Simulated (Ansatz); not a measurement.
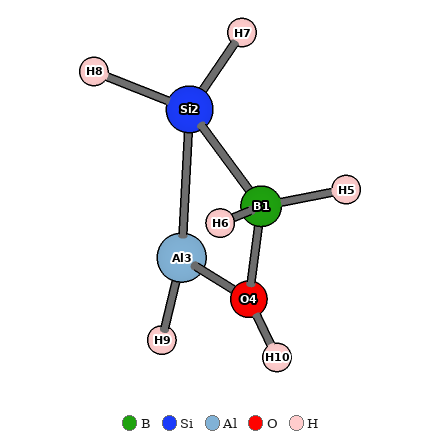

The system is AlBH₆OSi (SMILES B[SiH2][AlH][OH]) with the probe HF; the picture shows it without the atoms that are moved over the map. The probe is moved over a plane parallel to the molecule's main plane, 4.32 Å above it. Coordinates scanned: (1) x of the probe's F atom; (2) y of the probe's F atom. Nothing is relaxed (molecule and probe rigid, the probe upright with F nearest the plane). The scan uses a 19 × 15 grid. Points are written as (first, second). Energies: kJ/mol, counted from molecule and probe far apart, each relaxed in its own basis (no counterpoise correction). Level of theory: Ansatz, RKS PBE0-D4/def2-SVP.

Range: x of the probe's F atom from −3.96 to 3.96 Å; y of the probe's F atom from −3.08 to 3.08 Å.

> Predict the map.

The lowest grid point is at (1.32 Å, 0.88 Å), −7.2 kJ/mol from molecule and probe far apart, each relaxed in its own basis (no counterpoise correction). No other kind of well shows on this grid. The highest grid point, (−3.08 Å, −2.20 Å), lies 9.6 kJ/mol above the lowest. Near the minimum the curvatures are about 0.022 and 0.029 eV/Å² along the soft and the stiff direction.

```
y of the probe's F atom ↓, x of the probe's F atom →  −3.96  −3.08  −2.20  −1.32  −0.44  0.44  1.32  2.20  3.08  3.96
                                                3.08    0.8    0.3   −0.4   −1.1   −2.2  −3.3  −3.7  −3.2  −2.1  −1.2
                                                2.64    0.7   −0.1   −0.8   −1.7   −2.9  −4.3  −4.8  −4.0  −2.7  −1.5
                                                2.20    0.6   −0.3   −1.2   −2.2   −3.7  −5.2  −5.8  −4.9  −3.3  −1.8
                                                1.76    0.6   −0.4   −1.3   −2.5   −4.2  −6.0  −6.7  −5.6  −3.8  −2.1
                                                1.32    0.7   −0.3   −1.3   −2.6   −4.5  −6.4  −7.2  −6.1  −4.1  −2.4
                                                0.88    0.9    0.0   −1.0   −2.3   −4.3  −6.4  −7.2  −6.3  −4.3  −2.5
                                                0.44    1.1    0.4   −0.5   −1.8   −3.9  −5.9  −6.9  −6.1  −4.3  −2.6
                                                0.00    1.5    1.0    0.2   −1.2   −3.2  −5.2  −6.2  −5.6  −4.1  −2.6
                                               −0.44    1.8    1.5    0.8   −0.5   −2.4  −4.2  −5.2  −4.9  −3.7  −2.5
                                               −0.88    2.0    1.9    1.3    0.1   −1.6  −3.2  −4.1  −4.1  −3.3  −2.4
                                               −1.32    2.1    2.1    1.6    0.6   −0.8  −2.2  −3.1  −3.3  −2.9  −2.2
                                               −1.76    2.1    2.3    1.8    0.9   −0.3  −1.4  −2.2  −2.6  −2.5  −2.0
                                               −2.20    2.2    2.3    1.9    1.1    0.2  −0.7  −1.5  −2.0  −2.1  −1.8
                                               −2.64    2.1    2.3    2.0    1.3    0.6  −0.2  −0.9  −1.5  −1.8  −1.6
                                               −3.08    2.0    2.3    2.1    1.5    0.9   0.2  −0.5  −1.2  −1.5  −1.4
```

The table holds every second grid line.

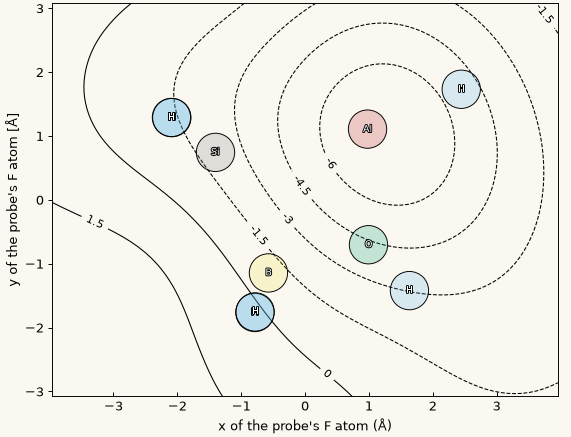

Drawn: contour lines labelled in kJ/mol, labelled circles for the molecule's atoms, projected on the plane. Between grid points the surface is interpolated.

Each point was launched as `ansatz run input.yaml --threads 1 --pin off --max-ram 2560MiB --backend cpu --events-out ev --progress --plain --runs-dir out`. The whole map (285 points run) took 27 min on 1 thread of Arm Neoverse V2, on a shared host.
